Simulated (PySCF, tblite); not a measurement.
**C₃H₈AlO₃−: dynamics, then NMR shifts on frames, part 1 of 2**

Aim: move C₃H₈AlO₃− (`C[O+]([AlH3-])CC(=O)[O-]`) away from its starting geometry and see how NMR shifts follow the geometry.

Computed with tblite 0.8.0 and PySCF 2.14.0, with density-fitted response routines of our own, on a single molecule in the gas phase. Atoms count from 0, in the outputs and in this text.

### Step 1. Starting geometry

15 atoms, charge -1, multiplicity 1; geometry from: GFN2-xTB.

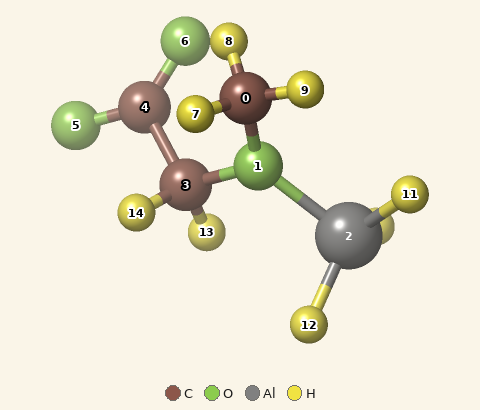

The starting geometry (carbon brown, oxygen green, aluminium grey, hydrogen yellow), atoms numbered.

### Step 2. Dynamics with GFN2-xTB

Job settings and geometry (Å):

```
{"job": {"kind": "md", "xc": "GFN2-xTB", "basis": "xTB", "temperature": 300, "steps": 2000, "every": 50, "frames": 5}, "charge": -1, "multiplicity": 1}
C      0.064515     1.140649     1.057796
O     -0.373473     0.158734     0.138967
Al    -1.944729    -0.775115     0.019159
C      0.561674    -0.102090    -0.911835
C      2.069231    -0.475386    -0.463417
O      2.850076    -0.482817    -1.411034
O      2.243761    -0.681045     0.736974
H      0.207085     2.097345     0.543739
H      1.002723     0.814341     1.513046
H     -0.720107     1.232065     1.808530
H     -1.587401    -2.308715     0.080960
H     -2.650787    -0.150391     1.304572
H     -2.486646    -0.270256    -1.390423
H      0.150513    -0.953489    -1.464714
H      0.609155     0.764159    -1.584232
```

Method: GFN2-xTB Langevin dynamics, gas phase.

Launch:

```sh
> OMP_NUM_THREADS=1 python probes_run.py task.json out
```

This one command runs all jobs of the session in turn.

What it wrote:

```text
t/fs     T/K      E/eV
    0.0   239.3   -654.79590
   25.0   184.1   -654.55967
   50.0   200.2   -654.53473
   75.0   194.4   -654.47877
  100.0   202.5   -654.37129
  125.0   229.8   -654.43166
  150.0   235.6   -654.48551
  175.0   336.4   -654.53693
  200.0   253.8   -654.32018
  225.0   311.0   -654.34797
  250.0   331.8   -654.39948
  275.0   284.6   -654.41643
  300.0   134.1   -654.04674
  325.0   284.1   -654.22167
  350.0   339.8   -654.27227
  375.0   193.3   -654.18037
  400.0   383.6   -654.41491
  425.0   295.5   -654.45197
  450.0   201.9   -654.29244
  475.0   261.0   -654.44312
  500.0   231.5   -654.41593
  525.0   314.3   -654.40960
  550.0   307.4   -654.35756
  575.0   261.1   -654.31048
  600.0   285.8   -654.30292
  625.0   350.2   -654.24932
  650.0   477.0   -654.40431
  675.0   422.3   -654.40151
  700.0   286.2   -654.12085
  725.0   383.9   -654.26339
  750.0   481.2   -654.24232
  775.0   324.3   -654.01118
  800.0   364.9   -654.30336
  825.0   393.9   -654.33713
  850.0   246.8   -654.24971
  875.0   388.0   -654.38212
  900.0   282.0   -654.30110
  925.0   277.3   -654.25116
  950.0   375.3   -654.32571
  975.0   273.4   -654.27574
 1000.0   275.6   -654.32620
```

It took 11 s on 1 thread of Arm Neoverse V1, shared host; peak memory 0.19 GiB.

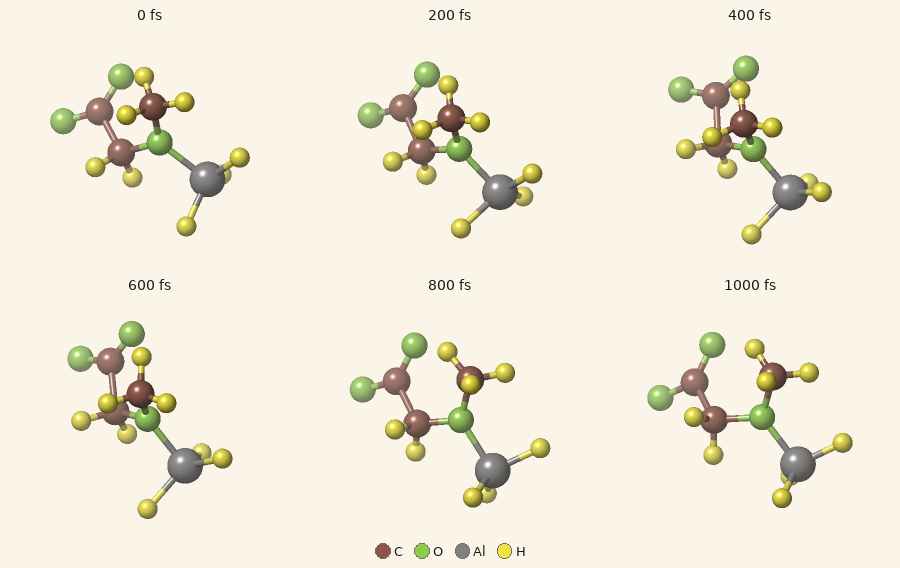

Frames of the run.

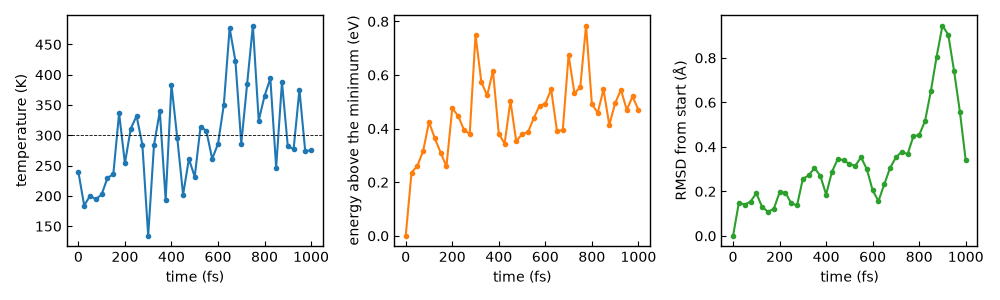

Temperature, potential energy and distance from the start.

Positions (Å) and forces (eV/Å) at 1000 fs:

```xyz
15

C    -0.294    0.471    1.621   -0.665   -1.183   -0.980
O    -0.497   -0.192    0.310    1.384    1.720    1.195
Al   -2.042   -0.899   -0.236   -0.253    0.038   -0.738
C     0.594    0.121   -0.638   -1.346    0.653    0.485
C     2.064   -0.471   -0.273    0.772    0.203   -1.045
O     2.718   -0.569   -1.337   -0.471   -0.112    1.661
O     2.371   -0.629    0.922   -0.559    0.168   -1.309
H    -0.653    1.492    1.591    0.208    0.265   -0.252
H     0.753    0.371    1.888    0.104   -0.013   -0.005
H    -0.949   -0.077    2.304    0.221   -0.014    0.003
H    -1.496   -2.237   -0.948   -0.252    0.280   -0.046
H    -2.749   -1.068    1.114   -0.250   -0.187    0.526
H    -2.781    0.346   -1.080    0.364   -0.483    0.062
H     0.124   -0.302   -1.566    0.977    0.388    0.423
H     0.692    1.281   -0.721   -0.233   -1.723    0.019
```

### Step 3. Nuclear shieldings: 250 fs, PBE0/pcSseg-1

Job settings and geometry (Å):

```
{"job": {"kind": "nmr", "xc": "PBE0", "basis": "pcSseg-1", "pop": false}, "charge": -1, "multiplicity": 1}
C     -0.486700     1.385500     0.671700
O     -0.687100     0.292000    -0.186400
Al    -2.152800    -0.778500    -0.507300
C      0.482700    -0.095900    -0.923300
C      1.889300    -0.419600    -0.161200
O      2.794600    -0.613200    -0.971200
O      1.846900    -0.509300     1.098100
H     -0.332200     2.333600     0.034700
H      0.409000     1.180400     1.269600
H     -1.339400     1.456900     1.312200
H     -1.706900    -2.375100    -0.266700
H     -3.077900    -0.390800     0.730000
H     -2.356900    -0.384000    -2.060500
H      0.219800    -1.042700    -1.472600
H      0.778600     0.548000    -1.805800
```

Method: GIAO PBE0/pcSseg-1 NMR shielding, non-relativistic, gas phase.

What it wrote:

```text
coarse grid: 13104 points
cycle   1  E = -586.4271022136  dE =  7.104e-01  |g| = 1.116e+00  |ddm| = 3.302e+00
cycle   2  E = -585.9192997937  dE =  5.078e-01  |g| = 1.980e+00  |ddm| = 3.020e+00
cycle   3  E = -586.6560572449  dE = -7.368e-01  |g| = 1.753e-01  |ddm| = 2.272e+00
cycle   4  E = -586.6599932798  dE = -3.936e-03  |g| = 1.244e-01  |ddm| = 2.281e-01
cycle   5  E = -586.6625898889  dE = -2.597e-03  |g| = 3.875e-02  |ddm| = 9.886e-02
cycle   6  E = -586.6628520917  dE = -2.622e-04  |g| = 1.381e-02  |ddm| = 3.754e-02
cycle   7  E = -586.6628862674  dE = -3.418e-05  |g| = 3.435e-03  |ddm| = 1.156e-02
cycle   8  E = -586.6628884860  dE = -2.219e-06  |g| = 5.803e-04  |ddm| = 3.139e-03
final grid: 122120 points
cycle   9  E = -586.7353505937  dE = -9.599e-06  |g| = 1.386e-02  |ddm| = 2.086e-02
cycle  10  E = -586.7353001472  dE =  5.045e-05  |g| = 2.190e-02  |ddm| = 2.069e-02
cycle  11  E = -586.7353832357  dE = -8.309e-05  |g| = 1.297e-03  |ddm| = 1.333e-02
cycle  12  E = -586.7353835435  dE = -3.079e-07  |g| = 2.654e-04  |ddm| = 8.477e-04
cycle  13  E = -586.7353835517  dE = -8.137e-09  |g| = 1.578e-04  |ddm| = 2.869e-04
cycle  14  E = -586.7353835561  dE = -4.433e-09  |g| = 4.654e-05  |ddm| = 1.369e-04
cycle  15  E = -586.7353835564  dE = -3.394e-10  |g| = 1.761e-05  |ddm| = 4.602e-05
converged SCF energy = -586.7353835564

GIAO shielding tensors (ppm)
atom      isotropic    diamagn.    paramagn.     s11        s22        s33       span
  0 C      127.926     246.666    -118.741     97.580    107.194    179.003     81.423
  1 O      320.702     400.886     -80.184    280.820    300.037    381.248    100.428
  2 Al     428.075     795.513    -367.439    398.264    422.074    463.886     65.623
  3 C      109.775     249.596    -139.821     75.649     89.921    163.757     88.108
  4 C       19.126     245.095    -225.969    -81.751     47.650     91.480    173.232
  5 O        3.631     403.518    -399.887   -172.202    -40.553    223.648    395.851
  6 O      -19.357     406.739    -426.096   -249.305    -36.684    227.918    477.223
  7 H       27.770      28.772      -1.002     23.868     25.505     33.938     10.070
  8 H       25.319      29.748      -4.428     19.196     27.329     29.432     10.236
  9 H       28.414      31.025      -2.611     24.277     27.022     33.943      9.667
 10 H       26.672      29.648      -2.976     23.894     25.936     30.187      6.294
 11 H       27.352      30.451      -3.099     24.126     26.510     31.422      7.296
 12 H       27.253      29.933      -2.680     23.891     26.197     31.671      7.780
 13 H       26.822      31.707      -4.884     22.357     26.766     31.344      8.987
 14 H       27.396      31.674      -4.278     23.720     26.209     32.258      8.538
```

It took 19 s on 1 thread of Arm Neoverse V1, shared host; peak memory 0.75 GiB.

Shifts follow as δ = σ(reference) − σ, with reference shieldings (ppm) from runs at the same level and on the same kind of geometry: 1H TMS 31.72, 13C TMS 186.9, 17O H2O 336.1, 27Al AlH4- 490.0. The references are single molecules in the gas phase, so shifts against H2O, NH3, PH3, H3PO4 or CFCl3 are not on the usual liquid scales and can be off by tens of ppm. Shifts against hydride references such as AlH4− lie on their own scale. Each atom is listed at this fixed geometry, with no averaging over motion; a spectrum would average atoms that exchange fast.

| atoms | environment | σ (ppm) | δ (ppm) |
| --- | --- | --- | --- |
| C4 | carboxylate carbon | 19.1 | 167.8 |
| C3 | sp3 CH2 bonded to O, α to a carbonyl | 109.8 | 77.1 |
| C0 | methyl carbon bonded to O | 127.9 | 59.0 |
| H8 | hydrogen on a methyl carbon bonded to O | 25.32 | 6.40 |
| H10 | hydrogen on an aluminium bonded to O | 26.67 | 5.04 |
| H13 | hydrogen on an sp3 CH2 bonded to O, α to a carbonyl | 26.82 | 4.89 |
| H12 | hydrogen on an aluminium bonded to O | 27.25 | 4.46 |
| H11 | hydrogen on an aluminium bonded to O | 27.35 | 4.36 |
| H14 | hydrogen on an sp3 CH2 bonded to O, α to a carbonyl | 27.40 | 4.32 |
| H7 | hydrogen on a methyl carbon bonded to O | 27.77 | 3.95 |
| H9 | hydrogen on a methyl carbon bonded to O | 28.41 | 3.30 |
| O6 | carboxylate oxygen | -19.4 | 355.4 |
| O5 | carboxylate oxygen | 3.6 | 332.4 |
| O1 | donor oxygen of a Lewis adduct | 320.7 | 15.4 |
| Al2 | aluminium bonded to O, 3 H | 428.1 | 61.9 |

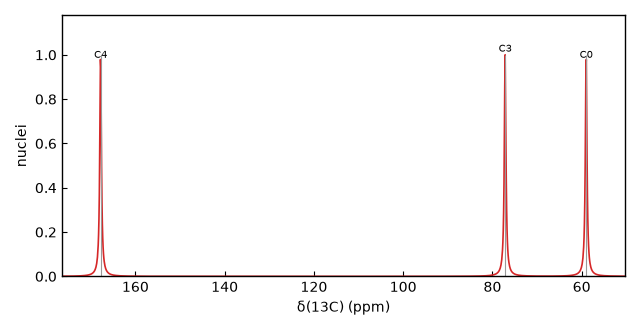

13C lines at the computed shifts, without couplings. Lines are broadened to a width of 0.44 ppm (Lorentzian).

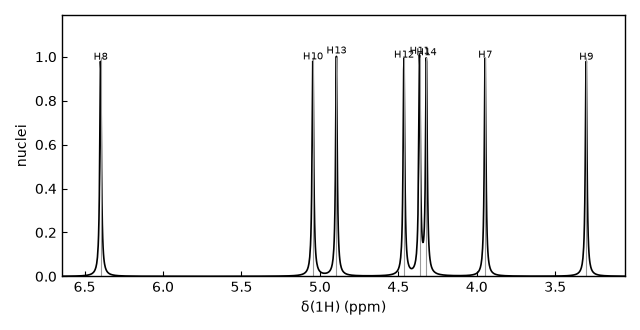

1H lines at the computed shifts, without couplings. Lines are broadened to a width of 0.01 ppm (Lorentzian).

### Step 4. Shielding tensors: 425 fs, PBE0/pcSseg-1

Job settings and geometry (Å):

```
{"job": {"kind": "nmr", "xc": "PBE0", "basis": "pcSseg-1", "pop": false}, "charge": -1, "multiplicity": 1}
C     -0.395500     1.405800     0.584600
O     -0.523600     0.263700    -0.303500
Al    -2.138700    -0.691700    -0.656600
C      0.629300    -0.355500    -0.794600
C      1.772000    -0.745400     0.247300
O      2.825900    -0.976000    -0.337700
O      1.442900    -0.852100     1.422300
H      0.070600     2.225900     0.039700
H      0.196200     1.004200     1.405900
H     -1.436900     1.710400     0.890800
H     -1.698000    -2.205100    -0.560700
H     -3.123800    -0.353000     0.590800
H     -2.504100    -0.010000    -2.093900
H      0.197100    -1.278100    -1.185200
H      1.026000     0.272600    -1.595000
```

Level: GIAO PBE0/pcSseg-1 NMR shielding, non-relativistic, gas phase.

What it wrote:

```text
coarse grid: 13104 points
cycle   1  E = -586.4408596797  dE =  8.102e-01  |g| = 1.105e+00  |ddm| = 3.313e+00
cycle   2  E = -586.0385457291  dE =  4.023e-01  |g| = 1.839e+00  |ddm| = 2.839e+00
cycle   3  E = -586.6652812112  dE = -6.267e-01  |g| = 1.368e-01  |ddm| = 2.065e+00
cycle   4  E = -586.6680746301  dE = -2.793e-03  |g| = 8.838e-02  |ddm| = 1.820e-01
cycle   5  E = -586.6695332655  dE = -1.459e-03  |g| = 1.948e-02  |ddm| = 6.901e-02
cycle   6  E = -586.6695949331  dE = -6.167e-05  |g| = 6.926e-03  |ddm| = 1.789e-02
cycle   7  E = -586.6696029125  dE = -7.979e-06  |g| = 3.098e-03  |ddm| = 6.966e-03
final grid: 122120 points
cycle   8  E = -586.7420813283  dE = -9.496e-06  |g| = 1.466e-02  |ddm| = 2.122e-02
cycle   9  E = -586.7420148113  dE =  6.652e-05  |g| = 2.431e-02  |ddm| = 2.378e-02
cycle  10  E = -586.7421169004  dE = -1.021e-04  |g| = 2.774e-03  |ddm| = 1.589e-02
cycle  11  E = -586.7421182823  dE = -1.382e-06  |g| = 4.497e-04  |ddm| = 2.100e-03
cycle  12  E = -586.7421183165  dE = -3.419e-08  |g| = 1.276e-04  |ddm| = 3.762e-04
cycle  13  E = -586.7421183199  dE = -3.412e-09  |g| = 3.204e-05  |ddm| = 1.002e-04
cycle  14  E = -586.7421183200  dE = -1.514e-10  |g| = 1.437e-05  |ddm| = 3.652e-05
converged SCF energy = -586.7421183200

GIAO shielding tensors (ppm)
atom      isotropic    diamagn.    paramagn.     s11        s22        s33       span
  0 C      125.983     247.843    -121.860     90.842    107.943    179.163     88.321
  1 O      326.979     402.103     -75.124    281.257    324.324    375.355     94.098
  2 Al     418.661     795.462    -376.800    379.019    423.968    452.998     73.979
  3 C      116.094     250.619    -134.526     85.816    101.689    160.775     74.959
  4 C       24.515     244.646    -220.131    -72.763     56.583     89.725    162.488
  5 O       -2.030     404.019    -406.049   -205.999    -29.218    229.126    435.126
  6 O        4.794     407.817    -403.023   -217.027    -18.137    249.545    466.572
  7 H       28.885      30.921      -2.036     25.584     26.411     34.660      9.076
  8 H       25.248      29.961      -4.713     18.931     27.561     29.253     10.322
  9 H       27.365      29.796      -2.431     22.964     26.600     32.531      9.568
 10 H       27.285      30.556      -3.272     24.173     26.862     30.819      6.646
 11 H       27.100      30.199      -3.099     24.101     26.245     30.955      6.854
 12 H       27.105      29.816      -2.711     23.859     26.023     31.433      7.574
 13 H       27.009      32.560      -5.551     21.941     27.923     31.164      9.222
 14 H       28.423      32.967      -4.544     23.574     27.846     33.847     10.273
```

It took 18 s on 1 thread of Arm Neoverse V1, shared host; peak memory 0.78 GiB.

Key values: δ C4 162.4, C3 70.8, C0 60.9, O5 338.1, H8 6.47, H13 4.71 ppm.

(Continued in part 2 of 2.)
